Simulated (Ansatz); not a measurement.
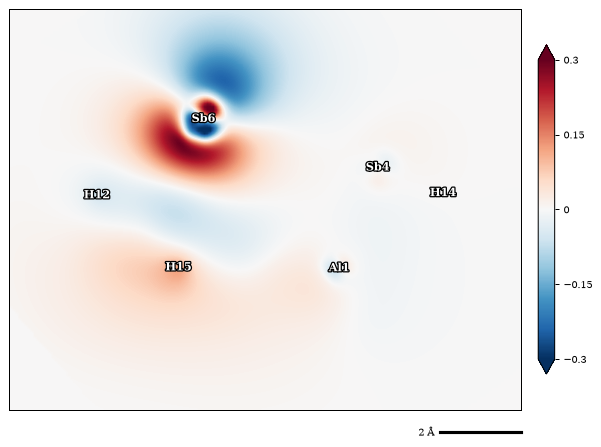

Figure 1: Al3H12Sb3. One frontier orbital on the plane of atoms Al1, Sb4 and H14 (values in Å⁻³ᐟ²; the overall sign is arbitrary).

Geometry: PBE-D4/def2-SVP; core potentials replace the inner electrons of Sb; not at a stationary point (largest force 0.6 eV/Å).

Method: RKS PBE0-D4/def2-TZVP in Ansatz.

```xyz
18

Al   -1.4010   -1.7976    0.8818
Al    0.4384   -1.2599   -0.9686
Al    0.3931    1.8329   -2.3141
Sb   -0.8746   -0.5877    3.2103
Sb    2.5019   -0.3006    0.4983
Sb    1.4234    2.3321    0.6938
H    -1.0688   -0.6024   -0.3615
H    -2.7177   -2.5799    0.4297
H     0.4794   -2.2737   -2.1998
H     0.0120   -2.5508    0.3317
H    -0.8967    2.5706   -2.9012
H     1.9021    2.3124   -2.5309
H    -2.3058    0.3715    2.9825
H    -1.8040   -1.8084    4.0293
H     0.2564    0.2006   -2.1519
H     3.3701    0.2109   -0.9159
H     0.0683    2.1708   -0.5340
H     0.2235    1.7591    1.8207
```

### Which orbital is it: HOMO or LUMO?

The LUMO, at −2.32 eV. By Hirshfeld shares it lies mainly on Sb6 (about 55 %), Al3 (about 20 %), H17 (about 10 %) and Sb5 (about 5 %).
